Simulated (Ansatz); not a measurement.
**Fields on a plane of Au (fcc, Cu type)**

```yaml
crystal:
  lattice:
    - [0.00000, 2.07859, 2.07859]
    - [2.07859, 0.00000, 2.07859]
    - [2.07859, 2.07859, 0.00000]
  atoms:
    - { symbol: Au, position: [0.00000, 0.00000, 0.00000] }
```

The slice is a {100} plane (indices of the conventional cell) through the point (0.000, 0.000, 0.000) (fractional), spanned by u = [100] and v = [0 1 -1] in vectors of this cell: u (2.94 Å) and v (2.94 Å, at 90° to u). It covers one period; positions are fractions (u, v).

Atoms on it: Au at (0.00, 0.00).

All values below come from PBE (plane waves to 420 eV, PAW, scalar-relativistic; Ansatz, a quantum-chemistry and plane-wave program). k mesh 19×19×19. Near the nuclei the fields are pseudised (PAW); where an atom keeps semicore shells as valence, they peak there. Au was relaxed with its symmetry unable to fall. Spin-orbit coupling is left out, though Au is heavy.

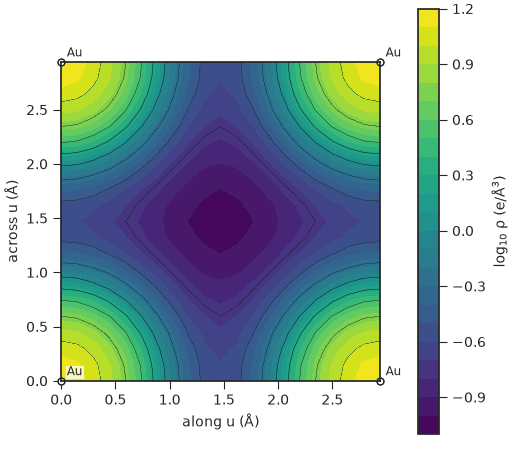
Figure. Log₁₀ of the valence density in e/Å³, one period of the plane, atoms marked. The scale is logarithmic, as a density can span decades between atoms and voids.

```
|xxxxxxxx@@%%**==::::..::::==**%%@@xxxxxx|
|xxxxxx@@@@##**==::::..::::==**##@@@@xxxx|
|xxxx@@@@%%##++--::......::--++##%%@@@@xx|
|@@@@@@%%##**==--::......::--==**##%%@@@@|
|%%%%####**==--::..........::--==**####%%|
|******++==--::::....  ....::::--==++****|
|======----::::....      ....::::----====|
|--::::::::......          ......::::::::|
|::::::........              ........::::|
|::..........                  ..........|
|::::::........              ........::::|
|--::::::::......          ......::::::::|
|======----::::....      ....::::----====|
|******++==--::::....  ....::::--==++****|
|%%%%####**==--::..........::--==**####%%|
|@@@@@@%%##**==--::......::--==**##%%@@@@|
|xxxx@@@@%%##++--::......::--++##%%@@@@xx|
|xxxxxx@@@@##**==::::..::::==**##@@@@xxxx|
|xxxxxxxx@@%%**==::::..::::==**%%@@xxxxxx|
|xxxxxxxx@@%%**==--::::::--==**%%@@xxxxxx|
```
Scale: ten equal steps from 0.10 (start of ' ') to 0.59 (end of '@'), in the order ' .:-=+*#%@'. Values: electron localisation function (ELF). The map has 20 points along u (two characters each, u = 0 at the left) and 20 along v (v = 0 in the bottom row). Points within 0.5 Å of a nucleus are blanked (x), as the pseudised field means little there.

| Quantity | Result |
|---|---|
| Density on the Au–Au line (2.94 Å) at its midpoint | 0.26 e/Å³ |
| ELF at that point | 0.20 |
